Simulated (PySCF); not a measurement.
C3H2F5NO (charge +1, doublet)

```xyz
12

N    -1.9862   -0.5644    0.1604
C    -1.0804    0.3086   -0.1544
O    -1.0278    1.4039   -0.5808
C     0.4700   -0.4128    0.1722
F     0.5359   -1.5098   -0.5493
F     0.4772   -0.7313    1.4477
C     1.6142    0.6293   -0.2005
F     2.7598    0.0376    0.0650
F     1.5379    0.9263   -1.4772
F     1.4775    1.7109    0.5313
H    -2.9663   -0.3050    0.0307
H    -1.8106   -1.4941    0.5289
```

Geometry: GFN2-xTB.

Level of theory: PySCF 2.14.0, density-fitted response routines, UKS B3LYP, pcH-1 on C F H N O, non-relativistic, mean-field spin-orbit, GIAO.

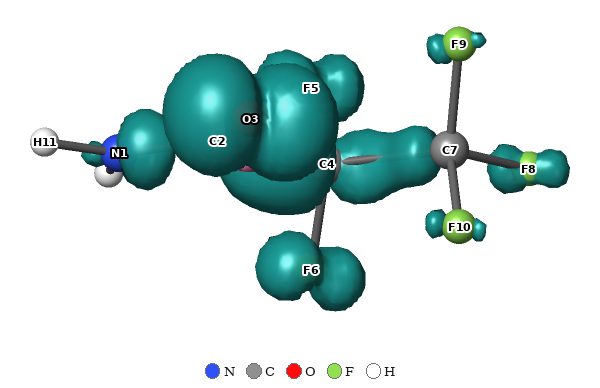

Figure 1. Isosurfaces of the spin density (α minus β) at +0.04 (teal) and −0.04 e/Å³ (pink), seen from one side.

**Where is the unpaired spin?**

The unpaired spin (1 electron) lies mostly on O3 (about 0.5), C4 (about 0.2), C2 (about 0.1), F5 (about 0.1) and F6 (about 0.1), in electrons by Hirshfeld's partition.

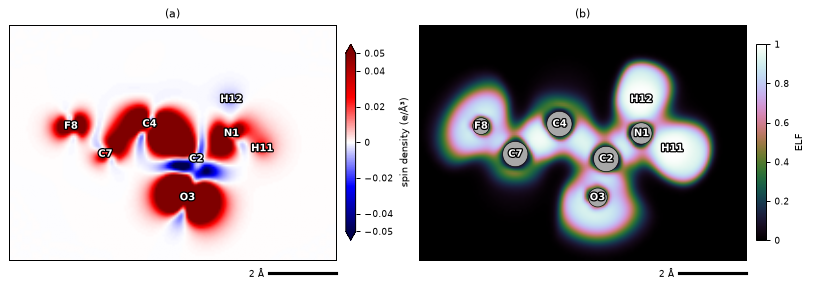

Figure 2. (a) spin density; (b) ELF on the plane of atoms C2, N1 and H11. Grey discs cover the atomic cores in the ELF map.

**Read the bonding off the picture.**

Atoms in the plane: N, C, O, F and H.
C–O (1.18 Å): the ELF peaks at about 0.85 between the atoms: a multiple bond.
C–N (1.30 Å): the ELF peaks at about 0.90 between the atoms (a covalent bond).
C–F (1.32 Å): the ELF peaks at about 0.85 between the atoms (a shared but strongly polarised pair).
C–C (1.59 Å): the ELF peaks at about 1 between the atoms; a covalent bond.
N–H (1.02 Å): the ELF climbs to about 1 towards the hydrogen, as it does in any bond to H; a covalent bond by its length.
The ELF also peaks beside O3 and F8, away from the bonds: non-bonding electrons, paired or unpaired.
